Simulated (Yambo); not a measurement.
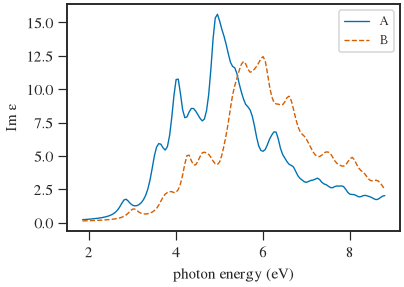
*Two computed absorption spectra of TlBr (CsCl type, space group Pm-3m, No. 221) (Yambo, LDA bands with the same scissor, field along x)*

Question: Which curve includes the electron-hole attraction (BSE)?

Answer: Curve A: the attraction moves weight to lower energy (centre of the plotted range 5.3 eV against 6.1 eV). Settings: 8×8×8 mesh, 4 valence and 5 conduction bands, static screening with 32 bands and a 4 Ry block, scissor 1.30 eV, Tamm-Dancoff. The scissor comes from a G0W0 run whose convergence isn't established. Broadening 0.15 eV. The band window holds all transitions up to 12.4 eV. On this mesh the peak heights and the fine structure are mesh artefacts; only the shift of weight is robust.

The standard potential for Tl keeps a d shell in the valence without the s and p states of that shell. In tests on such compounds this moved G0W0 gaps by up to about 0.9 eV, so absolute quasiparticle energies here are unreliable; differences between settings are what counts.

Spin-orbit coupling is not included.

Geometry of the Materials Project entry, not relaxed at this level; primitive cell a = b = c = 3.9999 Å, α = β = γ = 90.00°.
